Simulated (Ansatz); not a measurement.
# How amorphous SiO1.7 changes with quench rate

Does a slower quench leave a cell of lower energy?

Computed with Ansatz 0.2.0: Kohn-Sham DFT, PBEsol, PAW (set soft_2). Every run is a single point, with the atoms held where the recipe put them (cutoff of the plane-wave runs 420 eV, gaussian smearing of 0.05 eV).

First member: 154 atoms (57 Si, 97 O) placed at random at 2.22 g/cm³, melted at 5000 K for 10 ps at fixed volume with the Tersoff Si-O potential (Munetoh et al., Comput. Mater. Sci. 39, 334 (2007)). Quenched from 5000 K to 100 K at 10 K/ps and fixed volume, held 5 ps.

Last member: 154 atoms (57 Si, 97 O) placed at random at 2.22 g/cm³, melted at 5000 K for 10 ps at fixed volume with the Tersoff Si-O potential (Munetoh et al., Comput. Mater. Sci. 39, 334 (2007)). Quenched from 5000 K to 100 K at 1000 K/ps and fixed volume, held 5 ps.

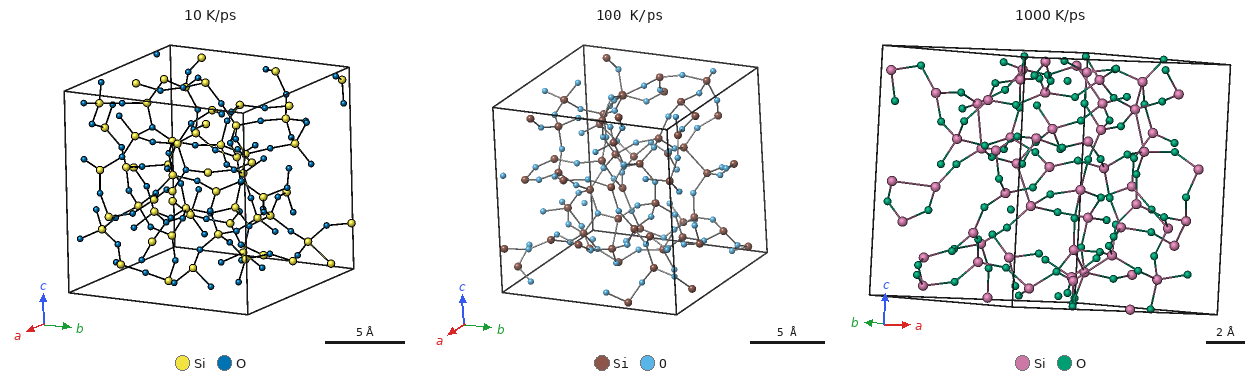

Three members of the series, labelled by quench rate. Bonds to atoms that aren't drawn are left out. Some periodic images of atoms are drawn too.

The members:

| quench rate (K/ps) | reduced formula | atoms | valence electrons | k-mesh | basis | density (g/cm³) |
| --- | --- | --- | --- | --- | --- | --- |
| 10 | Si57O97 | 154 | 810 | 1×1×1 | plane waves | 2.22 |
| 30 | Si57O97 | 154 | 810 | 1×1×1 | plane waves | 2.22 |
| 100 | Si57O97 | 154 | 810 | 1×1×1 | plane waves | 2.22 |
| 300 | Si57O97 | 154 | 810 | 1×1×1 | plane waves | 2.22 |
| 1000 | Si57O97 | 154 | 810 | 1×1×1 | plane waves | 2.22 |

Each cell is one sample from a classical run, so sample-to-sample scatter enters every column; pressures lack the kinetic term.

The input of the first member, without its atom lines; other members have their own cell and atoms, and may differ in mesh, basis and outputs:

```yaml
crystal:
  lattice:
    - [13.3125, 0.0, 0.0]
    - [0.0, 13.3125, 0.0]
    - [0.0, 0.0, 13.3125]
  atoms:
    [... 154 lines ...]
kpoints:
  mp_grid: { grid: [1, 1, 1] }
hamiltonian:
  xc: pbesol
scf:
  occupations: { method: gaussian, width: 0.05 }
output:
  forces: true
  stress: true
  populations: true
  dos:
    method: { smearing: { sigma: 0.1 } }
    de: 0.1
    projected: { site_lists: { O: [O], Si: [Si] } }
  eigenvalues: true
  write_density: true
  write_potential: true
  volumetric_format: npy
```

Predict the trends along the series.

Results; charges are mean Löwdin charges in e:

| quench rate (K/ps) | energy less the first member's (meV/atom) | pressure (GPa) | r.m.s. force (eV/Å) | q(Si) | q(O) |
| --- | --- | --- | --- | --- | --- |
| 10 | 0.0 | 0.261 | 1.24 | +1.48 | -0.75 |
| 30 | 21.5 | -0.124 | 1.23 | +1.48 | -0.75 |
| 100 | 108.5 | 0.244 | 1.34 | +1.48 | -0.74 |
| 300 | 96.4 | 2.65 | 1.39 | +1.48 | -0.74 |
| 1000 | 53.5 | -2.34 | 1.38 | +1.47 | -0.74 |

The projection misses up to 0.080 e an atom, so the charges add up to more than the cell's charge.

Bonds in each cell, which the recipe sets and DFT didn't move; cutoffs follow each cell's own g(r) within set bounds (mean length in Å, and neighbours of the second kind about the first):

| quench rate (K/ps) | O-Si length | O-Si count | Si-Si length | Si-Si count |
| --- | --- | --- | --- | --- |
| 10 | 1.665 | 2.12 | 2.400 | 0.17 |
| 30 | 1.669 | 2.13 | 2.395 | 0.17 |
| 100 | 1.669 | 2.12 | 2.389 | 0.10 |
| 300 | 1.659 | 2.14 | 2.381 | 0.07 |
| 1000 | 1.672 | 2.07 | 2.403 | 0.32 |

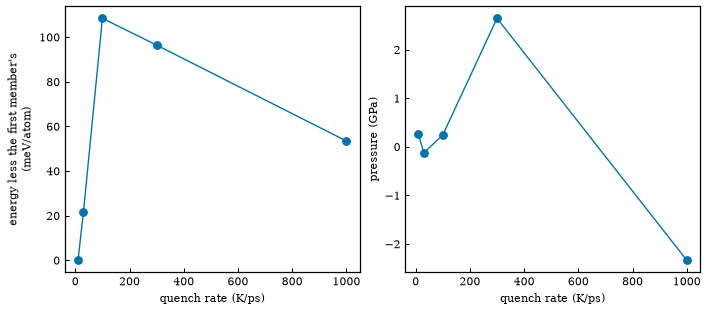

Results against quench rate.

Cost on 8 threads of Arm Neoverse V1, shared host:

| quench rate (K/ps) | atoms | basis | k-mesh | SCF cycles | time | host memory (GiB) |
| --- | --- | --- | --- | --- | --- | --- |
| 10 | 154 | plane waves | 1×1×1 | 20 | 53 s | 3.4 |
| 30 | 154 | plane waves | 1×1×1 | 22 | 53 s | 3.4 |
| 100 | 154 | plane waves | 1×1×1 | 25 | 57 s | 3.4 |
| 300 | 154 | plane waves | 1×1×1 | 18 | 47 s | 3.4 |
| 1000 | 154 | plane waves | 1×1×1 | 17 | 50 s | 3.4 |

Times include the outputs that each run asked for, on hosts shared with other jobs.

The energy against the first member is lowest at 10 K/ps (0.0 meV/atom) and highest at 100 K/ps (108.5 meV/atom); each member is a single configuration. The slowest quench gives the lowest energy. The pressure is lowest at 1000 K/ps (-2.3 GPa) and highest at 300 K/ps (2.6 GPa), with no steady trend. All of the 5 members have partly filled levels at the Fermi energy, where the frontier levels stand at most 0.064 eV apart and the tails of the smearing reach across; spin polarisation, left out here, could split them.

Caveats: The network of bonds at the start is that of the classical potential that made the cell, and needn't be the one that DFT or experiment would give. The cells aren't relaxed by DFT, which could reorder their energies. Even the slowest of these quenches is many orders faster than a laboratory quench.

[Logs are printed without paths, hosts, clocks, repeated set-up lines and the standing remarks that a program may print on its own settings, such as how far it seeks lower states.]

[Hosts, paths, dates, database ids (printed as entryN), source tags and the programs' standing remarks are cut or masked in the printed files.]
